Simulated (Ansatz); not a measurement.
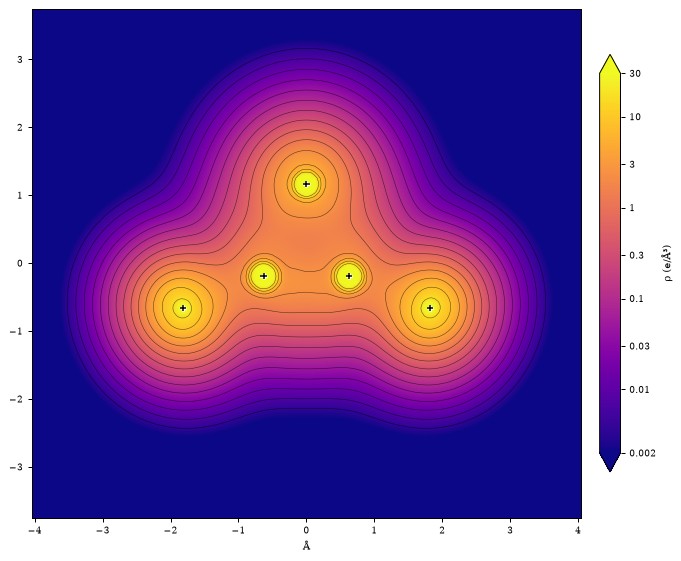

The total electron density on a plane through atoms (crosses mark nuclei in the plane).

Theory: RKS PBE0-D4/def2-TZVPP (Ansatz 0.2.0).

Candidates:
A. CH6BNO (SMILES NCBO)
B. CH4AlBOS
C. C2HF2N (SMILES FC1=C(F)N1)

> Which system is this?

Candidate C: C2HF2N on the plane of atoms C2, C3 and N5, which holds F, C and N. C–C (1.26 Å): ρ at the midpoint is about 2.4 e/Å³. C–F (1.29 Å): the density is about 2.6 e/Å³ at the midpoint.
